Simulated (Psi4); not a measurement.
# TPSSh/cc-pVDZ run of CH7AlSi (SMILES [CH3][AlH][SiH3])

What is the vertical singlet–triplet gap of CH7AlSi at TPSSh/cc-pVDZ? 

The results are computed with Psi4 1.11.

2 further runs of the same task are left out: 2 set aside as unsound or not needed. Runs told in other sessions of the task aren't counted.

### Step 1. The system as given

The species is CH7AlSi (10 atoms), meant as a singlet with charge 0. SMILES: `[CH3][AlH][SiH3]`. Geometry: relaxed at PBE0-D4/def2-TZVP.

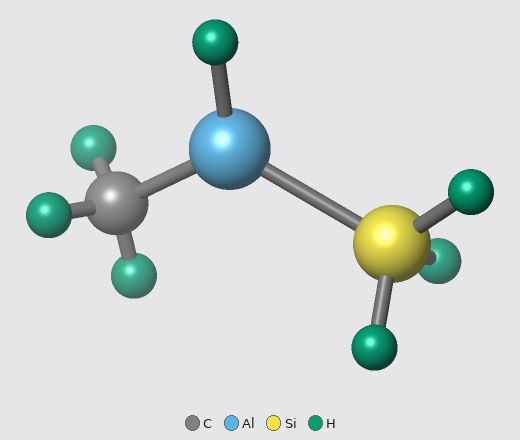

Viewed from a chosen angle; carbon grey, aluminium blue, silicon yellow, hydrogen teal.

### Step 2. The energy at TPSSh/cc-pVDZ

Input file calc.in:

```
memory 2.2 GB

molecule m {
  0 1
  C     -1.428400     0.967200    -0.792400
  Al     0.409100     0.309500    -0.720900
  Si     1.161700    -1.107300     1.145400
  H     -1.909200     0.659300    -1.727500
  H     -2.050600     0.624100     0.036600
  H     -1.438000     2.063000    -0.790400
  H      1.416900     0.709200    -1.887700
  H      0.334900    -2.347600     1.241000
  H      1.000200    -0.395000     2.448500
  H      2.586600    -1.533600     1.050400
  units angstrom
  symmetry c1
  no_reorient
  no_com
}

set globals {
  basis cc-pVDZ
  puream true
  e_convergence 1e-09
  d_convergence 1e-08
  scf_type pk
  dft_radial_points 99
  dft_spherical_points 590
}

result, w = energy('tpssh', return_wfn=True)
oeprop(w, 'DIPOLE', 'LOWDIN_CHARGES', 'WIBERG_LOWDIN_INDICES')
```

Launch:

```sh
$ psi4 calc.in calc.out -n 1
```

calc.out:

```text
[...]
  Running in c1 symmetry.
[...]
  Nuclear repulsion =  127.815678252016312
[...]
  Multiplicity = 1
[...]
  Nalpha       = 20
  Nbeta        = 20
[...]
    Number of basis functions: 85
[...]
   @RKS iter   1:  -573.96993067178676   -4.18483e-01   8.52286e-03 ADIIS/DIIS
[...]
   @RKS iter  11:  -574.26451835813339   -1.13687e-12   9.49338e-10 DIIS
[...]
    Orbital Energies [Eh]
    ---------------------
    Doubly Occupied:
       1A    -65.982223     2A    -55.924409     3A    -10.102514
       4A     -5.204235     5A     -4.081286     6A     -3.551863
       7A     -3.551724     8A     -3.550879     9A     -2.630637
      10A     -2.621915    11A     -2.620941    12A     -0.664539
      13A     -0.511477    14A     -0.383538    15A     -0.379384
      16A     -0.374399    17A     -0.328740    18A     -0.328496
      19A     -0.277344    20A     -0.249665
[...]
  @RKS Final Energy:  -574.26451835813339
   => Energetics <=
    Nuclear Repulsion Energy =            127.8156782520163119
    One-Electron Energy =               -1048.1509861562274182
    Two-Electron Energy =                 389.1103938991566338
    DFT Exchange-Correlation Energy =     -43.0396043530790209
    Empirical Dispersion Energy =           0.0000000000000000
    VV10 Nonlocal Energy =                  0.0000000000000000
    Total Energy =                       -574.2645183581333868
[...]
 Multipole Moments:
 ------------------------------------------------------------------------------------
     Multipole            Electronic (a.u.)      Nuclear  (a.u.)        Total (a.u.)
 ------------------------------------------------------------------------------------
 L = 1.  Multiply by 2.5417464519 to convert [e a0] to [Debye]
 Dipole X            :        -24.8213442           24.4766776           -0.3446666
 Dipole Y            :         11.3691490          -11.1420142            0.2271348
 Dipole Z            :         -4.4928651            4.3093315           -0.1835337
 Magnitude           :                                                    0.4517410
[...]
```

Wall time 41 s (1 thread of Intel Xeon Platinum 8559C (Emerald Rapids), shared host); peak memory 1.4 GiB.

### Step 3. The triplet at the same level

Input file run.py:

```python
import numpy as np
from ase.calculators.psi4 import Psi4
from ase import Atoms

mol = Atoms(['C', 'Al', 'Si', 'H', 'H', 'H', 'H', 'H', 'H', 'H'], positions=[
    [-1.428400, 0.967200, -0.792400],
    [0.409100, 0.309500, -0.720900],
    [1.161700, -1.107300, 1.145400],
    [-1.909200, 0.659300, -1.727500],
    [-2.050600, 0.624100, 0.036600],
    [-1.438000, 2.063000, -0.790400],
    [1.416900, 0.709200, -1.887700],
    [0.334900, -2.347600, 1.241000],
    [1.000200, -0.395000, 2.448500],
    [2.586600, -1.533600, 1.050400],
])
calc = Psi4(atoms=mol, method='tpssh', basis='cc-pVDZ', memory='2200MB', num_threads=1, charge=0, multiplicity=3, label='psi4-calc', reference='uks')
calc.psi4.set_options({'puream': True, 'e_convergence': 1e-09, 'd_convergence': 1e-08, 'scf_type': 'pk', 'dft_radial_points': 99, 'dft_spherical_points': 590, 'maxiter': 100})
mol.calc = calc

print(f'energy: {mol.get_potential_energy():.6f} eV')
```

Launch:

```sh
$ python run.py
```

psi4-calc.dat:

```text
[...]
  Running in c1 symmetry.
[...]
  Nuclear repulsion =  127.815678252016326
[...]
  Multiplicity = 3
[...]
  Nalpha       = 21
  Nbeta        = 19
[...]
    Number of basis functions: 85
[...]
   @UKS iter   1:  -573.83397240141642   -2.82525e-01   8.51319e-03 DIIS/ADIIS
[...]
   @UKS iter  15:  -574.13089835815231   -3.52429e-12   9.17358e-09 DIIS
[...]
   @S^2 Observed:                2.003656271E+00
[...]
    Orbital Energies [Eh]
    ---------------------
    Alpha Occupied:
       1A    -66.051930     2A    -55.911797     3A    -10.116368
       4A     -5.269575     5A     -4.070884     6A     -3.621925
       7A     -3.615357     8A     -3.614850     9A     -2.617414
      10A     -2.615952    11A     -2.610380    12A     -0.672676
      13A     -0.561547    14A     -0.397955    15A     -0.389034
      16A     -0.384240    17A     -0.367570    18A     -0.365792
      19A     -0.299513    20A     -0.284707    21A     -0.126380
    Alpha Virtual:
      22A     -0.021814    23A     -0.010351    24A      0.025542
      25A      0.044373    26A      0.052397    27A      0.106243
[...]
  @UKS Final Energy:  -574.13089835815231
   => Energetics <=
    Nuclear Repulsion Energy =            127.8156782520163262
    One-Electron Energy =               -1047.2051944738630027
    Two-Electron Energy =                 388.2439355394232052
    DFT Exchange-Correlation Energy =     -42.9853176757289361
    Empirical Dispersion Energy =           0.0000000000000000
    VV10 Nonlocal Energy =                  0.0000000000000000
    Total Energy =                       -574.1308983581523080
  UHF NO Occupations:
  HONO-2 :   19  A 1.9989255
  HONO-1 :   20  A 1.0000000
[...]
 Multipole Moments:
 ------------------------------------------------------------------------------------
     Multipole            Electronic (a.u.)      Nuclear  (a.u.)        Total (a.u.)
 ------------------------------------------------------------------------------------
 L = 1.  Multiply by 2.5417464519 to convert [e a0] to [Debye]
 Dipole X            :          2.1774882           -2.4225707           -0.2450825
 Dipole Y            :         -0.6149282            0.3413707           -0.2735575
 Dipole Z            :         -0.1997401            0.7769082            0.5771681
 Magnitude           :                                                    0.6841214
[...]
```

Standard output:

```text
energy: -15622.897504 eV
```

Run time: 71 s. Hardware: 1 thread of Intel Xeon Platinum 8559C (Emerald Rapids), shared host; peak memory 1.4 GiB.

### Step 4. Outcome

At TPSSh/cc-pVDZ:

```
                                        quantity          value
                           singlet: total energy  -574.26452 Eh
                          singlet: dipole moment         1.15 D
                            singlet: HOMO energy       -6.79 eV
                            singlet: LUMO energy       -2.01 eV
                          singlet: HOMO–LUMO gap        4.78 eV
                           triplet: total energy  -574.13090 Eh
                          triplet: dipole moment         1.74 D
     triplet: HOMO energy (highest over α and β)       -3.44 eV
                                   triplet: ⟨S²⟩          2.004
vertical energy of the triplet above the singlet       3.636 eV
```

What this shows: At this shape the triplet lies 3.64 eV (84 kcal/mol) above the singlet.
